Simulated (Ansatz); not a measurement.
# Calculations on C₃H₉BO

### Relaxation

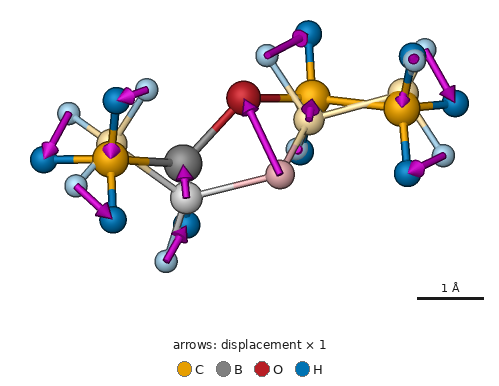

This is a relaxation of C$_{3}$H$_{9}$BO (coarse preliminary run). The starting structure is drawn faded, the final one solid; purple arrows show the displacements, at their true length. The two geometries are superimposed by the best rigid fit.

A ball-and-stick model, seen at a tilt.

Method: RKS PBE-D4/def2-SVP (Ansatz 0.2.0). (force threshold 0.03 eV/Å; at most 250 steps)

> What happened in the run?

The largest move after the best rigid fit is that of the O atom, 1.35 Å. By element the largest moves are O 1.35 Å, H 1.20 Å, B 0.54 Å, C 0.45 Å. Some distances before and after: B–O 1.476 → 1.358 Å, C–H 1.164 → 1.108 Å, C–H 1.070 → 1.113 Å, B–H 1.202 → 1.230 Å. Bond angles that change, for instance: B–O–C 109.5° → 122.7°, H–C–H 112.8° → 105.1°, B–C–H 106.4° → 113.7°. Groups turn about B–O by about 85°, C–O by about 65°. The optimiser took 17 steps.

### Relaxation

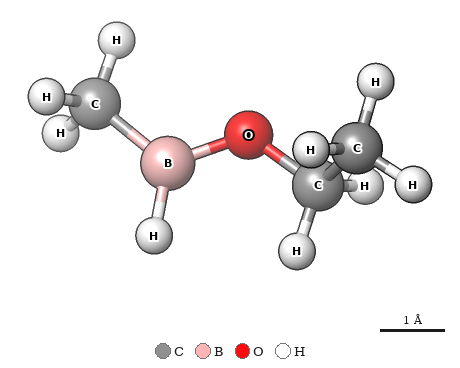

Starting structure of C3H9BO. The picture is a ball-and-stick view, seen at a tilt.

Level of theory: Ansatz 0.2.0, RKS PBE0-D4/def2-TZVP.

The input:
```yaml
crystal:
  periodic: [false, false, false]
  atoms:
    - {symbol: C, position_ang: [-1.748301, -1.139738, 1.485182]}
    - {symbol: B, position_ang: [-0.367662, -0.851988, 0.795058]}
    - {symbol: O, position_ang: [-0.336575, -0.197501, -0.394638]}
    - {symbol: C, position_ang: [0.881470, 0.114569, -1.073418]}
    - {symbol: C, position_ang: [1.104674, 1.618177, -1.106587]}
    - {symbol: H, position_ang: [-1.762084, -0.709548, 2.510936]}
    - {symbol: H, position_ang: [-1.879699, -2.235372, 1.628998]}
    - {symbol: H, position_ang: [-2.617789, -0.748241, 0.920725]}
    - {symbol: H, position_ang: [0.697698, -1.205743, 1.297006]}
    - {symbol: H, position_ang: [1.732954, -0.404892, -0.578788]}
    - {symbol: H, position_ang: [0.792906, -0.286670, -2.106582]}
    - {symbol: H, position_ang: [2.010995, 1.861760, -1.696935]}
    - {symbol: H, position_ang: [0.239316, 2.133400, -1.569344]}
    - {symbol: H, position_ang: [1.239297, 2.022587, -0.082814]}
basis:
  gaussian: {orbitals: def2-TZVP}
hamiltonian: {xc: pbe0, dispersion: d4}
relax: {f_tol: 0.005, max_steps: 200}
```

**Where does the relaxation end?**

H12 moves most after the best rigid fit: 0.040 Å. By element the largest moves are H 0.040 Å, C 0.020 Å, B 0.015 Å, O 0.008 Å. Among the contacts that change: B2–H9 1.230 → 1.208 Å, C1–H8 1.108 → 1.091 Å, C1–H6 1.112 → 1.096 Å, C4–C5 1.520 → 1.509 Å. After 6 geometry steps the energy has fallen by 5.04 kJ/mol. The largest force component goes from 0.54 to 0.00084 eV/Å.

History of the run:

```json
{"step": "0", "E − E(0), kJ/mol": "0.00", "largest force component, eV/Å": "0.5381"}
{"step": "1", "E − E(0), kJ/mol": "-4.62", "largest force component, eV/Å": "0.1564"}
{"step": "2", "E − E(0), kJ/mol": "-5.03", "largest force component, eV/Å": "0.0225"}
{"step": "3", "E − E(0), kJ/mol": "-5.04", "largest force component, eV/Å": "0.0095"}
{"step": "4", "E − E(0), kJ/mol": "-5.04", "largest force component, eV/Å": "0.0086"}
{"step": "5", "E − E(0), kJ/mol": "-5.04", "largest force component, eV/Å": "0.0124"}
{"step": "6", "E − E(0), kJ/mol": "-5.04", "largest force component, eV/Å": "0.0008"}
```

The structure at the end:

```xyz
14

C    -1.7315   -1.1331    1.4775
B    -0.3641   -0.8471    0.7814
O    -0.3382   -0.1897   -0.3944
C     0.8736    0.1142   -1.0657
C     1.0963    1.6066   -1.0965
H    -1.7428   -0.6972    2.4828
H    -1.8611   -2.2109    1.6269
H    -2.5891   -0.7514    0.9207
H     0.6852   -1.1998    1.2659
H     1.7074   -0.3964   -0.5712
H     0.7875   -0.2810   -2.0821
H     1.9995    1.8424   -1.6642
H     0.2510    2.1122   -1.5673
H     1.2134    2.0020   -0.0850
```

### Scan

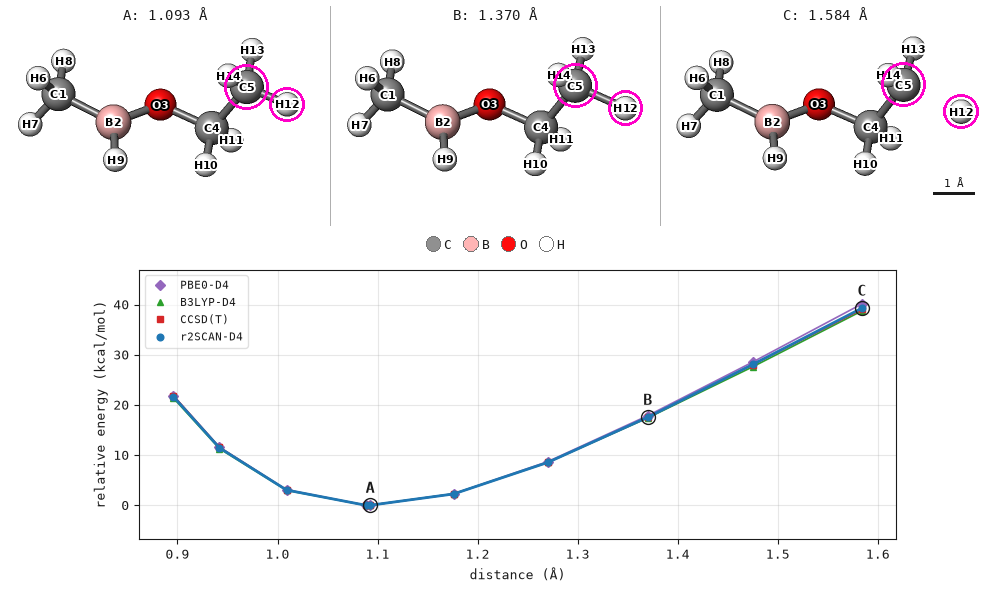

C3H9BO: the C5–H12 distance is varied, with all other coordinates relaxed. The lettered frames are marked on the plot, at the values of r2SCAN-D4. Style: ball-and-stick. Shown face on. The ringed atoms are those of the scanned coordinate.

Levels of theory: r2SCAN-D4, CCSD(T), B3LYP-D4, PBE0-D4 (def2-TZVPP, Ansatz), on geometries relaxed under the constraint at PBE0-D4/def2-TZVP. Coupled cluster with a frozen core. Energies are counted from the PBE0-D4/def2-TZVP minimum geometry at the same level.

### Describe the profile.

With r2SCAN-D4: of the computed points the lowest is at the distance 1.093 Å, 0.0 kcal/mol. The end points stand at 21.6 kcal/mol (0.896 Å) and 39.3 kcal/mol (1.584 Å). The curvature at the lowest point is about 33 eV/Å² (5.3 mdyn/Å). The well is steeper on the short side, as for any bond. At 1.584 Å the levels give B3LYP-D4 38.7 kcal/mol, CCSD(T) 39.0 kcal/mol, r2SCAN-D4 39.3 kcal/mol, PBE0-D4 40.1 kcal/mol. Closest to CCSD(T) there is r2SCAN-D4.

The computed points:

Energies in kcal/mol.

| distance (Å) | r2SCAN-D4 | CCSD(T) | B3LYP-D4 | PBE0-D4 |
| --- | --- | --- | --- | --- |
| 0.896 | 21.6 | 21.8 | 21.4 | 21.8 |
| 0.942 | 11.4 | 11.6 | 11.3 | 11.6 |
| 1.009 | 3.0 | 3.1 | 3.0 | 3.1 |
| 1.088 | 0.0 | 0.0 | 0.0 | 0.0 |
| 1.093 | 0.0 | 0.0 | 0.0 | 0.0 |
| 1.176 | 2.3 | 2.2 | 2.3 | 2.3 |
| 1.270 | 8.5 | 8.5 | 8.5 | 8.7 |
| 1.370 | 17.5 | 17.5 | 17.4 | 17.8 |
| 1.475 | 28.1 | 28.0 | 27.6 | 28.5 |
| 1.584 | 39.3 | 39.0 | 38.7 | 40.1 |
